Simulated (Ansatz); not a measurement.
**BCl2H: molecular dynamics**

Purpose: to follow the molecule's vibrations and see whether its bonds hold. The start is relaxed first. Runs: 300 steps of 0.5 fs under a Langevin thermostat at 1000 K. SMILES of the start: ClBCl.

Method: RKS PBE0-D4/STO-3G, in Ansatz 0.2.0.

1 further run of the same task is left out (it didn't finish).

## 1. Starting point

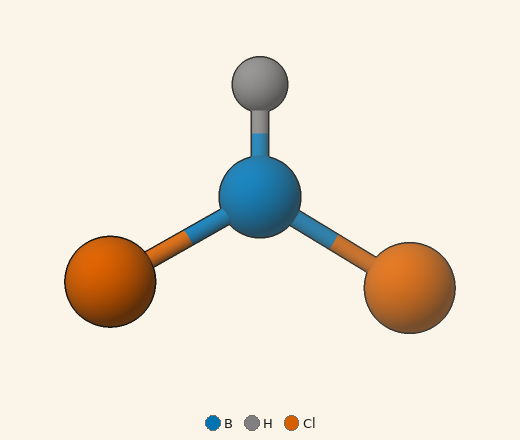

The starting structure, seen from a chosen angle (boron blue, hydrogen grey, chlorine orange).

Coordinates:

```xyz
4

B     0.0000    0.0000    0.0000
H     0.0000    0.0000    1.1900
Cl    1.6108    0.0000   -0.9300
Cl   -1.6108    0.0000   -0.9300
```

## 2. Relaxing the start

Contents of input.yaml:

```yaml
crystal:
  periodic: [false, false, false]
  atoms:
    - { symbol: B, position_ang: [0.0, 0.0, 0.0] }
    - { symbol: H, position_ang: [0.0, 0.0, 1.19] }
    - { symbol: Cl, position_ang: [1.6108, 0.0, -0.93] }
    - { symbol: Cl, position_ang: [-1.6108, 0.0, -0.93] }
basis:
  gaussian: { orbitals: STO-3G }
hamiltonian:
  xc: pbe0
  dispersion: d4
relax:
  f_tol: 0.02
  max_steps: 40
output:
  orbitals: {}
```

Launch:

```bash
$ ansatz run input.yaml --threads 1 --pin off --max-ram 2048MiB --backend cpu --events-out ev --progress --plain --runs-dir out
```

Output, shortened:

```text
Warning: RAYON_NUM_THREADS=1 ignored (pool sized by the plan → 1); use --threads N
[...]
Functional definition: PBE0
[...]
305 factors; integrals over basis functions are off by at most 1.2e-5 eV
[...]
mean field -25450.20034127 eV, -935.2776117762 hartree, gradient 1.8e-5 eV, S^2 0.000000; 0 other end points of the search recorded, 0 dependent functions left out
[...]
reference -25450.20035250 eV, -935.2776121889 hartree; 20, 20 occupied and 4, 4 virtual orbitals, 305 factors
relax step   1: F+E_penalty+E_count = -25450.26476750 eV  Δ(F+E_penalty+E_count) = +0.000e0 eV  max|allowed force component| = 2.187e0 eV/Å  Δτ_max = 0.0000 Å  (20 SCF iters, accepted)
[...]
relax step   3: F+E_penalty+E_count = -25450.53231555 eV  Δ(F+E_penalty+E_count) = -2.495e-2 eV  max|allowed force component| = 7.893e-2 eV/Å  Δτ_max = 0.0251 Å  (21 SCF iters, accepted)
[...]
relax step   4: F+E_penalty+E_count = -25450.53260412 eV  Δ(F+E_penalty+E_count) = -2.886e-4 eV  max|allowed force component| = 2.041e-3 eV/Å  Δτ_max = 0.0028 Å  (19 SCF iters, accepted)
305 factors; integrals over basis functions are off by at most 1.5e-5 eV
[...]
mean field -25450.46687635 eV, -935.2874067597 hartree, gradient 4.0e-6 eV, S^2 0.000000; 1 other end points of the search recorded, 0 dependent functions left out
[...]
reference -25450.46688730 eV, -935.2874071623 hartree; 20, 20 occupied and 4, 4 virtual orbitals, 305 factors
Total energy: -25450.53261507 eV, -935.2898226132 hartree
Atom 0 at    -0.000000    -0.000000    -0.027389 Å, force     0.000000    -0.000000     0.002041 eV/Å
Atom 1 at     0.000000     0.000000     1.145867 Å, force     0.000000     0.000000     0.000121 eV/Å
Atom 2 at     1.533516     0.000000    -0.894239 Å, force    -0.001501     0.000000    -0.001081 eV/Å
Atom 3 at    -1.533516     0.000000    -0.894239 Å, force     0.001501     0.000000    -0.001081 eV/Å
Dipole moment:     0.000000     0.000000     0.194206 e Å
```

Wall time 2.7 s (1 thread of Arm Neoverse V2, shared host); peak memory 0.092 GiB.

Step by step:

```tsv
step	energy from step 1 (eV)	largest force component (eV/Å)
1	0.0000	2.1870
2	-0.2426	0.8794
3	-0.2675	0.0789
4	-0.2678	0.0020
```

Step 1 is the start.

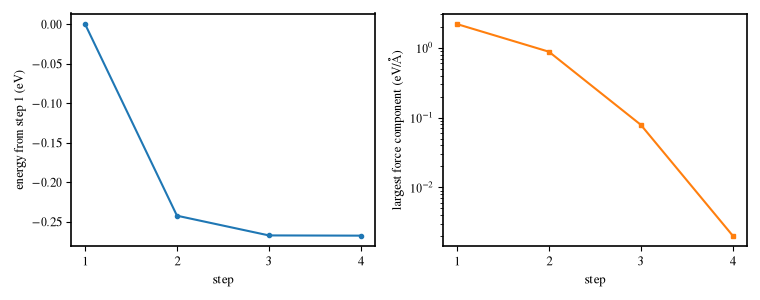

Energy and largest force along the relaxation.

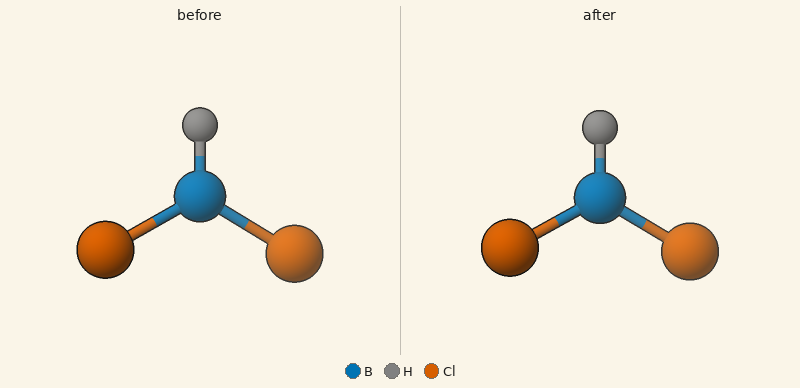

Before and after, at one scale.

After: Bond lengths: B1–H2 1.173 Å, B1–Cl3 1.762 Å, B1–Cl4 1.762 Å. Angles: H2–B1–Cl3 119.5°, H2–B1–Cl4 119.5°, Cl3–B1–Cl4 121.0°.

## 3. Dynamics

300 steps of 0.5 fs under a Langevin thermostat at 1000 K, from the relaxed start.

Contents of input.yaml:

```yaml
crystal:
  periodic: [false, false, false]
  atoms:
    - { symbol: B, position_ang: [0.0, 0.0, -0.027389] }
    - { symbol: H, position_ang: [0.0, 0.0, 1.145867] }
    - { symbol: Cl, position_ang: [1.533516, 0.0, -0.894239] }
    - { symbol: Cl, position_ang: [-1.533516, 0.0, -0.894239] }
basis:
  gaussian: { orbitals: STO-3G }
hamiltonian:
  xc: pbe0
  dispersion: d4
md:
  timestep: 0.5
  n_steps: 300
  ensemble: nvt_langevin
  temperature: 1000.0
  initial_velocities: maxwell_boltzmann
  seed: 497041
  friction: 1.0
```

Launch:

```bash
$ ansatz run input.yaml --threads 1 --pin off --max-ram 2048MiB --backend cpu --events-out ev --progress --plain --runs-dir out
```

Output, shortened:

```text
Warning: RAYON_NUM_THREADS=1 ignored (pool sized by the plan → 1); use --threads N
[...]
[... 1 set-up line as earlier in the session ...]
[...]
308 factors; integrals over basis functions are off by at most 1.0e-5 eV
[...]
mean field -25450.46684362 eV, -935.2874055572 hartree, gradient 8.6e-5 eV, S^2 0.000000; 0 other end points of the search recorded, 0 dependent functions left out
[...]
reference -25450.46685458 eV, -935.2874059597 hartree; 20, 20 occupied and 4, 4 virtual orbitals, 308 factors
md step     0: t =     0.00 fs  T =   750.0 K  F+E_penalty+E_count = -25450.53257139 eV  E_kin = 0.387780 eV  (19 SCF iters)
[...]
md step    21: t =    10.50 fs  T =   355.0 K  F+E_penalty+E_count = -25450.52294773 eV  E_kin = 0.183546 eV  (18 SCF iters, 3 dispersion substeps)
[...]
md step    42: t =    21.00 fs  T =  1063.8 K  F+E_penalty+E_count = -25450.40437647 eV  E_kin = 0.550052 eV  (21 SCF iters, 3 dispersion substeps)
[...]
md step    63: t =    31.50 fs  T =   292.2 K  F+E_penalty+E_count = -25450.44914389 eV  E_kin = 0.151099 eV  (17 SCF iters, 3 dispersion substeps)
[...]
md step    84: t =    42.00 fs  T =  1506.6 K  F+E_penalty+E_count = -25450.44352315 eV  E_kin = 0.778959 eV  (20 SCF iters, 3 dispersion substeps)
md step    85: t =    42.50 fs  T =  1170.3 K  F+E_penalty+E_count = -25450.47361874 eV  E_kin = 0.605071 eV  (20 SCF iters, 3 dispersion substeps)
```

## 4. The output, continued: dynamics from the start

The log, continued, shortened:

```text
md step    86: t =    43.00 fs  T =   711.1 K  F+E_penalty+E_count = -25450.48293641 eV  E_kin = 0.367648 eV  (20 SCF iters, 3 dispersion substeps)
[...]
md step   113: t =    56.50 fs  T =  1999.8 K  F+E_penalty+E_count = -25450.38867969 eV  E_kin = 1.033974 eV  (20 SCF iters, 3 dispersion substeps)
[...]
md step   140: t =    70.00 fs  T =  1945.1 K  F+E_penalty+E_count = -25450.26726936 eV  E_kin = 1.005701 eV  (21 SCF iters, 3 dispersion substeps)
[...]
md step   167: t =    83.50 fs  T =   884.5 K  F+E_penalty+E_count = -25450.25908853 eV  E_kin = 0.457303 eV  (21 SCF iters, 3 dispersion substeps)
[...]
md step   192: t =    96.00 fs  T =  1316.1 K  F+E_penalty+E_count = -25450.50648300 eV  E_kin = 0.680494 eV  (21 SCF iters, 3 dispersion substeps)
md step   193: t =    96.50 fs  T =  1064.3 K  F+E_penalty+E_count = -25450.49983014 eV  E_kin = 0.550286 eV  (20 SCF iters, 3 dispersion substeps)
```

## 5. The output, continued: dynamics from the start

The log, continued, shortened:

```text
md step   194: t =    97.00 fs  T =   592.2 K  F+E_penalty+E_count = -25450.49572157 eV  E_kin = 0.306178 eV  (21 SCF iters, 3 dispersion substeps)
[...]
md step   217: t =   108.50 fs  T =  1026.5 K  F+E_penalty+E_count = -25450.31921691 eV  E_kin = 0.530716 eV  (18 SCF iters, 3 dispersion substeps)
[...]
md step   240: t =   120.00 fs  T =  1423.5 K  F+E_penalty+E_count = -25450.39457069 eV  E_kin = 0.736004 eV  (21 SCF iters, 3 dispersion substeps)
[...]
md step   263: t =   131.50 fs  T =  1745.0 K  F+E_penalty+E_count = -25450.17491721 eV  E_kin = 0.902244 eV  (20 SCF iters, 3 dispersion substeps)
[...]
md step   299: t =   149.50 fs  T =   748.9 K  F+E_penalty+E_count = -25450.36843328 eV  E_kin = 0.387218 eV  (18 SCF iters, 3 dispersion substeps)
[...]
md step   300: t =   150.00 fs  T =   705.8 K  F+E_penalty+E_count = -25450.37182017 eV  E_kin = 0.364919 eV  (20 SCF iters, 3 dispersion substeps)
Total energy: -25450.37183129 eV, -935.2839139182 hartree
Atom 0 at     0.073117     0.226632    -0.027069 Å, force    -0.109122    -1.019179    -1.156857 eV/Å
Atom 1 at     0.207171     0.182973     1.144490 Å, force    -0.628546     0.360211    -0.101157 eV/Å
Atom 2 at     1.618119     0.074611    -0.926360 Å, force    -0.752830     0.297382     0.191015 eV/Å
Atom 3 at    -1.509178     0.088236    -0.931050 Å, force     1.490498     0.361586     1.066999 eV/Å
Dipole moment:     0.004939     0.069216     0.230987 e Å
```

Run time: 2.5 min. Hardware: 1 thread of Arm Neoverse V2, shared host; peak memory 0.075 GiB.

## 6. What the atoms did

One step in 22; energies are changes from step 0:

```tsv
time (fs)	T (K)	potential energy change (meV/atom)
0.0	750	0.0
11.0	417	3.8
22.0	1017	32.6
33.0	1113	14.8
44.0	688	12.7
55.0	1088	32.7
66.0	1022	46.6
77.0	1834	77.7
88.0	1654	13.0
99.0	1140	10.9
110.0	1058	32.6
121.0	1714	50.4
132.0	1613	88.9
143.0	1067	64.3
150.0	706	40.2
```

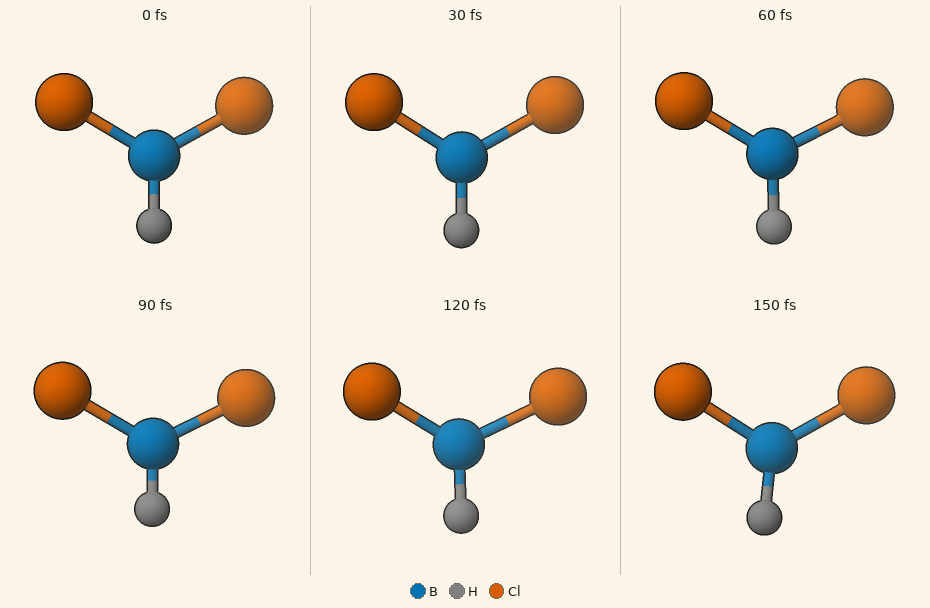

The system at six times, viewed from a chosen angle. Sticks join atoms within a bonding distance in each frame.

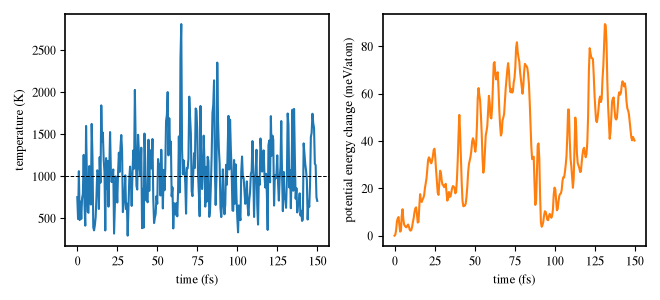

Time series of the run, each on its own scale. The dashed line is the set temperature.

## 7. Positions and forces

Positions (Å) and forces (eV/Å):

```xyz
4
time_fs=19.0 T=1180 dE=0.0802
B     0.059    0.070    0.013   -0.492    0.088   -0.333
H     0.079    0.178    1.217   -0.113   -0.133   -1.072
Cl    1.578    0.000   -0.921   -0.459    0.011    0.489
Cl   -1.496    0.014   -0.923    1.065    0.034    0.916
4
time_fs=37.5 T=841 dE=0.0801
B     0.066    0.021   -0.030   -1.362    0.495   -1.548
H    -0.005    0.141    1.119    0.200   -0.178    0.559
Cl    1.585    0.051   -0.923   -0.087   -0.153    0.240
Cl   -1.505    0.033   -0.957    1.249   -0.164    0.748
4
time_fs=56.0 T=1724 dE=0.1154
B     0.097    0.044   -0.081   -2.550    0.770    0.424
H     0.022    0.225    1.093    0.298   -0.359   -0.469
Cl    1.594    0.031   -0.932    0.851   -0.199   -0.497
Cl   -1.514    0.062   -0.943    1.401   -0.212    0.542
4
time_fs=75.0 T=1542 dE=0.2664
B     0.024    0.067   -0.088    2.633    1.425    0.144
H    -0.010    0.483    0.991    0.411   -0.434    0.798
Cl    1.598    0.059   -0.965   -0.831   -0.416    0.509
Cl   -1.464    0.049   -0.884   -2.214   -0.575   -1.451
4
time_fs=94.0 T=1328 dE=0.0412
B     0.070    0.172   -0.095    0.681   -0.413    0.971
H     0.123    0.191    1.105   -0.161    0.172   -0.821
Cl    1.630    0.116   -0.950   -0.595    0.124    0.021
Cl   -1.493    0.030   -0.885    0.075    0.117   -0.171
4
time_fs=112.5 T=653 dE=0.1517
B     0.065    0.243   -0.058   -0.518   -1.057   -2.842
H    -0.013    0.275    1.058    0.287    0.421    2.036
Cl    1.619    0.098   -0.935   -0.860    0.293    0.506
Cl   -1.515    0.011   -0.903    1.091    0.343    0.299
4
time_fs=131.0 T=952 dE=0.3244
B     0.088    0.230   -0.086   -1.523    0.220    2.398
H     0.044    0.438    1.198    0.179   -0.448   -3.068
Cl    1.656    0.101   -0.897   -0.559    0.031    0.016
Cl   -1.542    0.038   -0.921    1.902    0.198    0.654
4
time_fs=150.0 T=706 dE=0.1608
B     0.073    0.227   -0.027   -0.109   -1.019   -1.157
H     0.207    0.183    1.145   -0.628    0.360   -0.101
Cl    1.618    0.075   -0.926   -0.753    0.297    0.191
Cl   -1.509    0.088   -0.931    1.490    0.362    1.067
```

## 8. Summary of results

| quantity | value |
| --- | --- |
| relaxation of the start | 3 moves, 0.268 eV lower |
| length | 300 steps of 0.5 fs |
| temperature, first and last step | 750 and 706 K |
| temperature, second half | mean 1016 K, from 331 to 2350 K |
| potential energy, second half | +44 meV/atom from the start |
| bonds formed or broken | 0 |

Against a set 1000 K the second half averages 1016 K with a spread of 391 K. A friction of 1 per fs wipes out velocities within 1 fs: the temperature is held, but the motion is overdamped and says nothing of rates. The bonds all hold. 150 fs on 4 atoms is far too short and small for converged averages. The nuclei move classically, without zero-point motion, which matters most for hydrogen. In so small a basis the energies are only a sketch.
